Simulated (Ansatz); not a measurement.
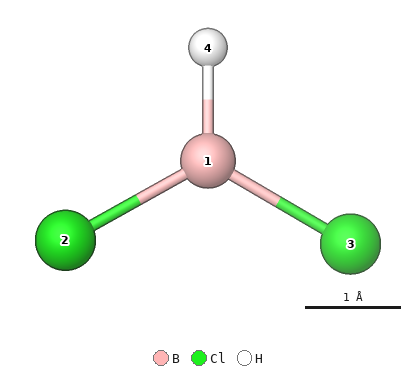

**Figure 1.** The starting structure (ball-and-stick view, seen on its broad side; atoms are numbered from 1 in the order of the input).

## Molecular dynamics, with input and output: BHCl$_{2}$ (part 1 of 4)

BHCl$_{2}$, computed with RKS PBE0-D4/def2-SVP (Ansatz 0.2.0).

It belongs to a series of runs on one base structure; here: dynamics from the start. Figures and captions count atoms from 1; the log counts them from 0 in places.

Input:
```yaml
crystal:
  periodic: [false, false, false]
  atoms:
    - { symbol: B, position_ang: [0.03119, 0.0, 0.017997] }
    - { symbol: Cl, position_ang: [0.023516, 0.0, 1.756976] }
    - { symbol: Cl, position_ang: [1.533362, 0.0, -0.858122] }
    - { symbol: H, position_ang: [-1.007767, 0.0, -0.581851] }
basis:
  gaussian: { orbitals: def2-SVP }
hamiltonian:
  xc: pbe0
  dispersion: d4
md:
  timestep: 0.25
  n_steps: 500
  ensemble: nve
  temperature: 500.0
  initial_velocities: maxwell_boltzmann
  seed: 202217
```

Launch command:
```bash
ansatz run input.yaml --threads 1 --pin off --max-ram 2048MiB --backend cpu --events-out ev --progress --plain --runs-dir out
```

Log:
```
Engine: ansatz 0.2.0, aarch64-unknown-linux-gnu
Functional definition: PBE0
  parameter a = 0.25
  parameter kappa = 0.804
  parameter beta = 0.06672455060314922
  exchange = (1 - a)*pbe_x(kappa = kappa, mu = beta*pi^2/3) + a*exact_x
  correlation = pbe_c(beta = beta)
560 factors; integrals over basis functions are off by at most 5.1e-4 eV
mean field evaluation 1: about -25722.0388 eV, gradient 8.9e0 eV
mean field evaluation 2: about -25722.1585 eV, gradient 6.8e0 eV
mean field evaluation 4: about -25722.2922 eV, gradient 3.1e-1 eV
mean field evaluation 8: about -25722.3249 eV, gradient 8.5e-3 eV
mean field -25722.32494834 eV, -945.2780066334 hartree, gradient 6.3e-6 eV, S^2 0.000000; 0 other end points of the search recorded, 0 dependent functions left out
the calculation of the forces begins
reference -25722.32496610 eV, -945.2780072863 hartree; 20, 20 occupied and 35, 35 virtual orbitals, 560 factors
md step     0: t =     0.00 fs  T =   500.0 K  F+E_penalty+E_count = -25722.39107044 eV  E_kin = 0.129260 eV  conserved = -25722.26181044 eV  (26 SCF iters)
these checks for a lower state are left out or cut short: starts, cluster_reference, orbital_swaps, neighbouring_geometries, increment
560 factors; integrals over basis functions are off by at most 5.3e-4 eV
mean field evaluation 16: about -25722.2908 eV, gradient 3.6e-1 eV
mean field -25722.32407350 eV, -945.2779744837 hartree, gradient 2.1e-5 eV, S^2 0.000000; 0 other end points of the search recorded, 0 dependent functions left out
the calculation of the forces begins
reference -25722.32409130 eV, -945.2779751377 hartree; 20, 20 occupied and 35, 35 virtual orbitals, 560 factors
md step     1: t =     0.25 fs  T =   496.7 K  F+E_penalty+E_count = -25722.39021802 eV  E_kin = 0.128412 eV  conserved = -25722.26180555 eV  (22 SCF iters)
[... from here on the SCF iterations and repeated set-up lines of each step are left out, up to the last step ...]
md step     2: t =     0.50 fs  T =   486.7 K  F+E_penalty+E_count = -25722.38761674 eV  E_kin = 0.125821 eV  conserved = -25722.26179527 eV  (22 SCF iters)
md step     3: t =     0.75 fs  T =   470.5 K  F+E_penalty+E_count = -25722.38342167 eV  E_kin = 0.121641 eV  conserved = -25722.26178064 eV  (22 SCF iters)
md step     4: t =     1.00 fs  T =   449.1 K  F+E_penalty+E_count = -25722.37785786 eV  E_kin = 0.116095 eV  conserved = -25722.26176265 eV  (22 SCF iters)
md step     5: t =     1.25 fs  T =   423.4 K  F+E_penalty+E_count = -25722.37120266 eV  E_kin = 0.109460 eV  conserved = -25722.26174288 eV  (22 SCF iters)
md step     6: t =     1.50 fs  T =   394.7 K  F+E_penalty+E_count = -25722.36376573 eV  E_kin = 0.102044 eV  conserved = -25722.26172216 eV  (22 SCF iters)
md step     7: t =     1.75 fs  T =   364.3 K  F+E_penalty+E_count = -25722.35587225 eV  E_kin = 0.094171 eV  conserved = -25722.26170174 eV  (22 SCF iters)
md step     8: t =     2.00 fs  T =   333.3 K  F+E_penalty+E_count = -25722.34784582 eV  E_kin = 0.086163 eV  conserved = -25722.26168236 eV  (22 SCF iters)
md step     9: t =     2.25 fs  T =   303.0 K  F+E_penalty+E_count = -25722.33999465 eV  E_kin = 0.078330 eV  conserved = -25722.26166464 eV  (22 SCF iters)
md step    10: t =     2.50 fs  T =   274.4 K  F+E_penalty+E_count = -25722.33260015 eV  E_kin = 0.070951 eV  conserved = -25722.26164936 eV  (22 SCF iters)
md step    11: t =     2.75 fs  T =   248.6 K  F+E_penalty+E_count = -25722.32590673 eV  E_kin = 0.064270 eV  conserved = -25722.26163686 eV  (22 SCF iters)
md step    12: t =     3.00 fs  T =   226.2 K  F+E_penalty+E_count = -25722.32011494 eV  E_kin = 0.058487 eV  conserved = -25722.26162744 eV  (22 SCF iters)
md step    13: t =     3.25 fs  T =   207.9 K  F+E_penalty+E_count = -25722.31537595 eV  E_kin = 0.053755 eV  conserved = -25722.26162134 eV  (22 SCF iters)
md step    14: t =     3.50 fs  T =   194.1 K  F+E_penalty+E_count = -25722.31178787 eV  E_kin = 0.050169 eV  conserved = -25722.26161867 eV  (22 SCF iters)
md step    15: t =     3.75 fs  T =   184.8 K  F+E_penalty+E_count = -25722.30939351 eV  E_kin = 0.047774 eV  conserved = -25722.26161950 eV  (22 SCF iters)
md step    16: t =     4.00 fs  T =   180.1 K  F+E_penalty+E_count = -25722.30817964 eV  E_kin = 0.046556 eV  conserved = -25722.26162378 eV  (23 SCF iters)
md step    17: t =     4.25 fs  T =   179.7 K  F+E_penalty+E_count = -25722.30807749 eV  E_kin = 0.046446 eV  conserved = -25722.26163142 eV  (22 SCF iters)
md step    18: t =     4.50 fs  T =   183.1 K  F+E_penalty+E_count = -25722.30896482 eV  E_kin = 0.047323 eV  conserved = -25722.26164222 eV  (22 SCF iters)
md step    19: t =     4.75 fs  T =   189.6 K  F+E_penalty+E_count = -25722.31066945 eV  E_kin = 0.049014 eV  conserved = -25722.26165587 eV  (22 SCF iters)
md step    20: t =     5.00 fs  T =   198.4 K  F+E_penalty+E_count = -25722.31297474 eV  E_kin = 0.051303 eV  conserved = -25722.26167192 eV  (22 SCF iters)
md step    21: t =     5.25 fs  T =   208.6 K  F+E_penalty+E_count = -25722.31562714 eV  E_kin = 0.053937 eV  conserved = -25722.26168979 eV  (22 SCF iters)
md step    22: t =     5.50 fs  T =   219.1 K  F+E_penalty+E_count = -25722.31834622 eV  E_kin = 0.056637 eV  conserved = -25722.26170884 eV  (22 SCF iters)
md step    23: t =     5.75 fs  T =   228.6 K  F+E_penalty+E_count = -25722.32083670 eV  E_kin = 0.059109 eV  conserved = -25722.26172792 eV  (26 SCF iters)
md step    24: t =     6.00 fs  T =   236.2 K  F+E_penalty+E_count = -25722.32280430 eV  E_kin = 0.061058 eV  conserved = -25722.26174606 eV  (22 SCF iters)
md step    25: t =     6.25 fs  T =   240.6 K  F+E_penalty+E_count = -25722.32397281 eV  E_kin = 0.062211 eV  conserved = -25722.26176202 eV  (22 SCF iters)
md step    26: t =     6.50 fs  T =   241.1 K  F+E_penalty+E_count = -25722.32410367 eV  E_kin = 0.062329 eV  conserved = -25722.26177451 eV  (23 SCF iters)
md step    27: t =     6.75 fs  T =   236.9 K  F+E_penalty+E_count = -25722.32301636 eV  E_kin = 0.061234 eV  conserved = -25722.26178224 eV  (23 SCF iters)
md step    28: t =     7.00 fs  T =   227.5 K  F+E_penalty+E_count = -25722.32060839 eV  E_kin = 0.058824 eV  conserved = -25722.26178404 eV  (23 SCF iters)
md step    29: t =     7.25 fs  T =   213.1 K  F+E_penalty+E_count = -25722.31687279 eV  E_kin = 0.055094 eV  conserved = -25722.26177904 eV  (22 SCF iters)
md step    30: t =     7.50 fs  T =   194.0 K  F+E_penalty+E_count = -25722.31191105 eV  E_kin = 0.050144 eV  conserved = -25722.26176679 eV  (21 SCF iters)
md step    31: t =     7.75 fs  T =   170.9 K  F+E_penalty+E_count = -25722.30593875 eV  E_kin = 0.044191 eV  conserved = -25722.26174747 eV  (21 SCF iters)
md step    32: t =     8.00 fs  T =   145.3 K  F+E_penalty+E_count = -25722.29928178 eV  E_kin = 0.037560 eV  conserved = -25722.26172195 eV  (22 SCF iters)
md step    33: t =     8.25 fs  T =   118.6 K  F+E_penalty+E_count = -25722.29236128 eV  E_kin = 0.030669 eV  conserved = -25722.26169189 eV  (22 SCF iters)
md step    34: t =     8.50 fs  T =    92.9 K  F+E_penalty+E_count = -25722.28566689 eV  E_kin = 0.024007 eV  conserved = -25722.26165963 eV  (22 SCF iters)
md step    35: t =     8.75 fs  T =    70.0 K  F+E_penalty+E_count = -25722.27971936 eV  E_kin = 0.018091 eV  conserved = -25722.26162813 eV  (22 SCF iters)
md step    36: t =     9.00 fs  T =    51.9 K  F+E_penalty+E_count = -25722.27502497 eV  E_kin = 0.013425 eV  conserved = -25722.26160032 eV  (22 SCF iters)
md step    37: t =     9.25 fs  T =    40.4 K  F+E_penalty+E_count = -25722.27202752 eV  E_kin = 0.010448 eV  conserved = -25722.26157925 eV  (22 SCF iters)
md step    38: t =     9.50 fs  T =    36.7 K  F+E_penalty+E_count = -25722.27106220 eV  E_kin = 0.009495 eV  conserved = -25722.26156729 eV  (22 SCF iters)
md step    39: t =     9.75 fs  T =    41.6 K  F+E_penalty+E_count = -25722.27231865 eV  E_kin = 0.010753 eV  conserved = -25722.26156594 eV  (22 SCF iters)
md step    40: t =    10.00 fs  T =    55.1 K  F+E_penalty+E_count = -25722.27581809 eV  E_kin = 0.014243 eV  conserved = -25722.26157553 eV  (22 SCF iters)
md step    41: t =    10.25 fs  T =    76.6 K  F+E_penalty+E_count = -25722.28140823 eV  E_kin = 0.019813 eV  conserved = -25722.26159520 eV  (22 SCF iters)
md step    42: t =    10.50 fs  T =   105.0 K  F+E_penalty+E_count = -25722.28877662 eV  E_kin = 0.027154 eV  conserved = -25722.26162302 eV  (22 SCF iters)
md step    43: t =    10.75 fs  T =   138.6 K  F+E_penalty+E_count = -25722.29748086 eV  E_kin = 0.035825 eV  conserved = -25722.26165625 eV  (22 SCF iters)
md step    44: t =    11.00 fs  T =   175.2 K  F+E_penalty+E_count = -25722.30699097 eV  E_kin = 0.045299 eV  conserved = -25722.26169176 eV  (22 SCF iters)
md step    45: t =    11.25 fs  T =   212.8 K  F+E_penalty+E_count = -25722.31673837 eV  E_kin = 0.055012 eV  conserved = -25722.26172640 eV  (22 SCF iters)
md step    46: t =    11.50 fs  T =   249.1 K  F+E_penalty+E_count = -25722.32616509 eV  E_kin = 0.064408 eV  conserved = -25722.26175741 eV  (22 SCF iters)
md step    47: t =    11.75 fs  T =   282.3 K  F+E_penalty+E_count = -25722.33476756 eV  E_kin = 0.072985 eV  conserved = -25722.26178261 eV  (26 SCF iters)
md step    48: t =    12.00 fs  T =   310.7 K  F+E_penalty+E_count = -25722.34213112 eV  E_kin = 0.080330 eV  conserved = -25722.26180063 eV  (22 SCF iters)
md step    49: t =    12.25 fs  T =   333.2 K  F+E_penalty+E_count = -25722.34795273 eV  E_kin = 0.086142 eV  conserved = -25722.26181077 eV  (22 SCF iters)
md step    50: t =    12.50 fs  T =   349.1 K  F+E_penalty+E_count = -25722.35205188 eV  E_kin = 0.090239 eV  conserved = -25722.26181327 eV  (22 SCF iters)
md step    51: t =    12.75 fs  T =   358.0 K  F+E_penalty+E_count = -25722.35436991 eV  E_kin = 0.092561 eV  conserved = -25722.26180871 eV  (22 SCF iters)
md step    52: t =    13.00 fs  T =   360.4 K  F+E_penalty+E_count = -25722.35496100 eV  E_kin = 0.093163 eV  conserved = -25722.26179830 eV  (22 SCF iters)
md step    53: t =    13.25 fs  T =   356.6 K  F+E_penalty+E_count = -25722.35397580 eV  E_kin = 0.092193 eV  conserved = -25722.26178305 eV  (22 SCF iters)
md step    54: t =    13.50 fs  T =   347.7 K  F+E_penalty+E_count = -25722.35164251 eV  E_kin = 0.089878 eV  conserved = -25722.26176446 eV  (22 SCF iters)
md step    55: t =    13.75 fs  T =   334.6 K  F+E_penalty+E_count = -25722.34824488 eV  E_kin = 0.086501 eV  conserved = -25722.26174389 eV  (22 SCF iters)
md step    56: t =    14.00 fs  T =   318.7 K  F+E_penalty+E_count = -25722.34410090 eV  E_kin = 0.082378 eV  conserved = -25722.26172248 eV  (22 SCF iters)
md step    57: t =    14.25 fs  T =   301.1 K  F+E_penalty+E_count = -25722.33954338 eV  E_kin = 0.077842 eV  conserved = -25722.26170153 eV  (22 SCF iters)
md step    58: t =    14.50 fs  T =   283.2 K  F+E_penalty+E_count = -25722.33490152 eV  E_kin = 0.073220 eV  conserved = -25722.26168187 eV  (22 SCF iters)
md step    59: t =    14.75 fs  T =   266.2 K  F+E_penalty+E_count = -25722.33048639 eV  E_kin = 0.068822 eV  conserved = -25722.26166423 eV  (22 SCF iters)
md step    60: t =    15.00 fs  T =   251.2 K  F+E_penalty+E_count = -25722.32657844 eV  E_kin = 0.064929 eV  conserved = -25722.26164917 eV  (22 SCF iters)
md step    61: t =    15.25 fs  T =   239.0 K  F+E_penalty+E_count = -25722.32341783 eV  E_kin = 0.061781 eV  conserved = -25722.26163714 eV  (22 SCF iters)
md step    62: t =    15.50 fs  T =   230.4 K  F+E_penalty+E_count = -25722.32119706 eV  E_kin = 0.059569 eV  conserved = -25722.26162844 eV  (22 SCF iters)
md step    63: t =    15.75 fs  T =   226.0 K  F+E_penalty+E_count = -25722.32005570 eV  E_kin = 0.058432 eV  conserved = -25722.26162326 eV  (22 SCF iters)
md step    64: t =    16.00 fs  T =   226.1 K  F+E_penalty+E_count = -25722.32007672 eV  E_kin = 0.058455 eV  conserved = -25722.26162164 eV  (22 SCF iters)
md step    65: t =    16.25 fs  T =   230.8 K  F+E_penalty+E_count = -25722.32128487 eV  E_kin = 0.059661 eV  conserved = -25722.26162378 eV  (22 SCF iters)
md step    66: t =    16.50 fs  T =   239.9 K  F+E_penalty+E_count = -25722.32364550 eV  E_kin = 0.062016 eV  conserved = -25722.26162955 eV  (22 SCF iters)
md step    67: t =    16.75 fs  T =   253.1 K  F+E_penalty+E_count = -25722.32706576 eV  E_kin = 0.065427 eV  conserved = -25722.26163903 eV  (22 SCF iters)
md step    68: t =    17.00 fs  T =   269.8 K  F+E_penalty+E_count = -25722.33139590 eV  E_kin = 0.069744 eV  conserved = -25722.26165164 eV  (22 SCF iters)
md step    69: t =    17.25 fs  T =   289.2 K  F+E_penalty+E_count = -25722.33643403 eV  E_kin = 0.074767 eV  conserved = -25722.26166725 eV  (22 SCF iters)
md step    70: t =    17.50 fs  T =   310.4 K  F+E_penalty+E_count = -25722.34193088 eV  E_kin = 0.080245 eV  conserved = -25722.26168541 eV  (22 SCF iters)
md step    71: t =    17.75 fs  T =   332.2 K  F+E_penalty+E_count = -25722.34759771 eV  E_kin = 0.085892 eV  conserved = -25722.26170551 eV  (25 SCF iters)
md step    72: t =    18.00 fs  T =   353.5 K  F+E_penalty+E_count = -25722.35311629 eV  E_kin = 0.091390 eV  conserved = -25722.26172666 eV  (22 SCF iters)
md step    73: t =    18.25 fs  T =   372.9 K  F+E_penalty+E_count = -25722.35815239 eV  E_kin = 0.096404 eV  conserved = -25722.26174828 eV  (22 SCF iters)
md step    74: t =    18.50 fs  T =   389.1 K  F+E_penalty+E_count = -25722.36237023 eV  E_kin = 0.100601 eV  conserved = -25722.26176886 eV  (22 SCF iters)
md step    75: t =    18.75 fs  T =   401.0 K  F+E_penalty+E_count = -25722.36545196 eV  E_kin = 0.103665 eV  conserved = -25722.26178724 eV  (22 SCF iters)
md step    76: t =    19.00 fs  T =   407.4 K  F+E_penalty+E_count = -25722.36711762 eV  E_kin = 0.105316 eV  conserved = -25722.26180202 eV  (22 SCF iters)
md step    77: t =    19.25 fs  T =   407.5 K  F+E_penalty+E_count = -25722.36714698 eV  E_kin = 0.105335 eV  conserved = -25722.26181182 eV  (22 SCF iters)
md step    78: t =    19.50 fs  T =   400.7 K  F+E_penalty+E_count = -25722.36540115 eV  E_kin = 0.103586 eV  conserved = -25722.26181537 eV  (22 SCF iters)
md step    79: t =    19.75 fs  T =   386.9 K  F+E_penalty+E_count = -25722.36184205 eV  E_kin = 0.100030 eV  conserved = -25722.26181164 eV  (22 SCF iters)
md step    80: t =    20.00 fs  T =   366.5 K  F+E_penalty+E_count = -25722.35654748 eV  E_kin = 0.094747 eV  conserved = -25722.26180011 eV  (22 SCF iters)
md step    81: t =    20.25 fs  T =   340.2 K  F+E_penalty+E_count = -25722.34971884 eV  E_kin = 0.087938 eV  conserved = -25722.26178076 eV  (22 SCF iters)
md step    82: t =    20.50 fs  T =   309.2 K  F+E_penalty+E_count = -25722.34167963 eV  E_kin = 0.079925 eV  conserved = -25722.26175438 eV  (22 SCF iters)
md step    83: t =    20.75 fs  T =   275.2 K  F+E_penalty+E_count = -25722.33286204 eV  E_kin = 0.071139 eV  conserved = -25722.26172256 eV  (22 SCF iters)
md step    84: t =    21.00 fs  T =   240.2 K  F+E_penalty+E_count = -25722.32378135 eV  E_kin = 0.062094 eV  conserved = -25722.26168764 eV  (22 SCF iters)
md step    85: t =    21.25 fs  T =   206.4 K  F+E_penalty+E_count = -25722.31499876 eV  E_kin = 0.053346 eV  conserved = -25722.26165253 eV  (22 SCF iters)
md step    86: t =    21.50 fs  T =   175.8 K  F+E_penalty+E_count = -25722.30707534 eV  E_kin = 0.045455 eV  conserved = -25722.26162045 eV  (22 SCF iters)
md step    87: t =    21.75 fs  T =   150.6 K  F+E_penalty+E_count = -25722.30052173 eV  E_kin = 0.038927 eV  conserved = -25722.26159454 eV  (22 SCF iters)
md step    88: t =    22.00 fs  T =   132.2 K  F+E_penalty+E_count = -25722.29574942 eV  E_kin = 0.034172 eV  conserved = -25722.26157741 eV  (22 SCF iters)
md step    89: t =    22.25 fs  T =   121.7 K  F+E_penalty+E_count = -25722.29303014 eV  E_kin = 0.031459 eV  conserved = -25722.26157091 eV  (22 SCF iters)
md step    90: t =    22.50 fs  T =   119.5 K  F+E_penalty+E_count = -25722.29246842 eV  E_kin = 0.030893 eV  conserved = -25722.26157542 eV  (22 SCF iters)
md step    91: t =    22.75 fs  T =   125.3 K  F+E_penalty+E_count = -25722.29399305 eV  E_kin = 0.032403 eV  conserved = -25722.26159040 eV  (22 SCF iters)
md step    92: t =    23.00 fs  T =   138.3 K  F+E_penalty+E_count = -25722.29736629 eV  E_kin = 0.035752 eV  conserved = -25722.26161409 eV  (22 SCF iters)
md step    93: t =    23.25 fs  T =   156.9 K  F+E_penalty+E_count = -25722.30221121 eV  E_kin = 0.040567 eV  conserved = -25722.26164388 eV  (22 SCF iters)
md step    94: t =    23.50 fs  T =   179.4 K  F+E_penalty+E_count = -25722.30805216 eV  E_kin = 0.046375 eV  conserved = -25722.26167668 eV  (25 SCF iters)
md step    95: t =    23.75 fs  T =   203.7 K  F+E_penalty+E_count = -25722.31436284 eV  E_kin = 0.052653 eV  conserved = -25722.26170934 eV  (22 SCF iters)
md step    96: t =    24.00 fs  T =   227.7 K  F+E_penalty+E_count = -25722.32061552 eV  E_kin = 0.058876 eV  conserved = -25722.26173902 eV  (22 SCF iters)
md step    97: t =    24.25 fs  T =   249.7 K  F+E_penalty+E_count = -25722.32632574 eV  E_kin = 0.064562 eV  conserved = -25722.26176350 eV  (22 SCF iters)
md step    98: t =    24.50 fs  T =   268.1 K  F+E_penalty+E_count = -25722.33108811 eV  E_kin = 0.069307 eV  conserved = -25722.26178126 eV  (22 SCF iters)
md step    99: t =    24.75 fs  T =   281.6 K  F+E_penalty+E_count = -25722.33460070 eV  E_kin = 0.072809 eV  conserved = -25722.26179161 eV  (22 SCF iters)
md step   100: t =    25.00 fs  T =   289.7 K  F+E_penalty+E_count = -25722.33667751 eV  E_kin = 0.074883 eV  conserved = -25722.26179458 eV  (22 SCF iters)
md step   101: t =    25.25 fs  T =   291.9 K  F+E_penalty+E_count = -25722.33724954 eV  E_kin = 0.075459 eV  conserved = -25722.26179067 eV  (22 SCF iters)
md step   102: t =    25.50 fs  T =   288.5 K  F+E_penalty+E_count = -25722.33635709 eV  E_kin = 0.074576 eV  conserved = -25722.26178092 eV  (22 SCF iters)
md step   103: t =    25.75 fs  T =   279.9 K  F+E_penalty+E_count = -25722.33413499 eV  E_kin = 0.072368 eV  conserved = -25722.26176655 eV  (22 SCF iters)
md step   104: t =    26.00 fs  T =   267.1 K  F+E_penalty+E_count = -25722.33079380 eV  E_kin = 0.069045 eV  conserved = -25722.26174891 eV  (22 SCF iters)
md step   105: t =    26.25 fs  T =   250.9 K  F+E_penalty+E_count = -25722.32659911 eV  E_kin = 0.064870 eV  conserved = -25722.26172931 eV  (22 SCF iters)
md step   106: t =    26.50 fs  T =   232.6 K  F+E_penalty+E_count = -25722.32185068 eV  E_kin = 0.060142 eV  conserved = -25722.26170882 eV  (22 SCF iters)
md step   107: t =    26.75 fs  T =   213.4 K  F+E_penalty+E_count = -25722.31686350 eV  E_kin = 0.055175 eV  conserved = -25722.26168883 eV  (22 SCF iters)
md step   108: t =    27.00 fs  T =   194.5 K  F+E_penalty+E_count = -25722.31194961 eV  E_kin = 0.050280 eV  conserved = -25722.26167007 eV  (22 SCF iters)
md step   109: t =    27.25 fs  T =   177.0 K  F+E_penalty+E_count = -25722.30740390 eV  E_kin = 0.045751 eV  conserved = -25722.26165328 eV  (22 SCF iters)
md step   110: t =    27.50 fs  T =   161.9 K  F+E_penalty+E_count = -25722.30349187 eV  E_kin = 0.041853 eV  conserved = -25722.26163902 eV  (22 SCF iters)
md step   111: t =    27.75 fs  T =   150.1 K  F+E_penalty+E_count = -25722.30044009 eV  E_kin = 0.038812 eV  conserved = -25722.26162771 eV  (22 SCF iters)
md step   112: t =    28.00 fs  T =   142.4 K  F+E_penalty+E_count = -25722.29842903 eV  E_kin = 0.036809 eV  conserved = -25722.26161962 eV  (22 SCF iters)
md step   113: t =    28.25 fs  T =   139.1 K  F+E_penalty+E_count = -25722.29758796 eV  E_kin = 0.035973 eV  conserved = -25722.26161497 eV  (22 SCF iters)
md step   114: t =    28.50 fs  T =   140.7 K  F+E_penalty+E_count = -25722.29799152 eV  E_kin = 0.036378 eV  conserved = -25722.26161383 eV  (22 SCF iters)
md step   115: t =    28.75 fs  T =   147.2 K  F+E_penalty+E_count = -25722.29965791 eV  E_kin = 0.038042 eV  conserved = -25722.26161624 eV  (22 SCF iters)
md step   116: t =    29.00 fs  T =   158.3 K  F+E_penalty+E_count = -25722.30254837 eV  E_kin = 0.040926 eV  conserved = -25722.26162215 eV  (22 SCF iters)
md step   117: t =    29.25 fs  T =   173.8 K  F+E_penalty+E_count = -25722.30656800 eV  E_kin = 0.044937 eV  conserved = -25722.26163143 eV  (26 SCF iters)
md step   118: t =    29.50 fs  T =   193.1 K  F+E_penalty+E_count = -25722.31156797 eV  E_kin = 0.049924 eV  conserved = -25722.26164387 eV  (22 SCF iters)
md step   119: t =    29.75 fs  T =   215.4 K  F+E_penalty+E_count = -25722.31734918 eV  E_kin = 0.055690 eV  conserved = -25722.26165915 eV  (22 SCF iters)
md step   120: t =    30.00 fs  T =   239.8 K  F+E_penalty+E_count = -25722.32366776 eV  E_kin = 0.061991 eV  conserved = -25722.26167683 eV  (22 SCF iters)
md step   121: t =    30.25 fs  T =   265.1 K  F+E_penalty+E_count = -25722.33024248 eV  E_kin = 0.068546 eV  conserved = -25722.26169633 eV  (22 SCF iters)
md step   122: t =    30.50 fs  T =   290.3 K  F+E_penalty+E_count = -25722.33676455 eV  E_kin = 0.075048 eV  conserved = -25722.26171691 eV  (22 SCF iters)
md step   123: t =    30.75 fs  T =   314.0 K  F+E_penalty+E_count = -25722.34290991 eV  E_kin = 0.081172 eV  conserved = -25722.26173777 eV  (22 SCF iters)
```
